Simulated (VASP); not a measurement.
Band structure of CsPbCl₃ (cubic perovskite). Method: PBE GGA with D3 dispersion (zero damping), VASP's PBE PAW potentials (set 64) (plane waves; VASP).

Unless said otherwise, spin-orbit coupling is left out, though it shifts the bands of the heavy elements here.

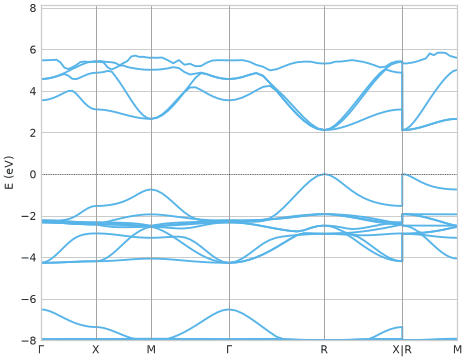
Figure: Bands along high-symmetry lines, zero at the valence-band maximum or, without a gap, the Fermi level

Task: Read the plot: is there a gap, and where are the band edges?

Result: The gap is direct, 2.12 eV, from the valence maximum at R to the conduction minimum at R. (Edges off the drawn lines would not show.)

The compound is CsPbCl3 in the cubic perovskite structure, the ideal cubic form; the compound distorts at low or room temperature. It was relaxed first.
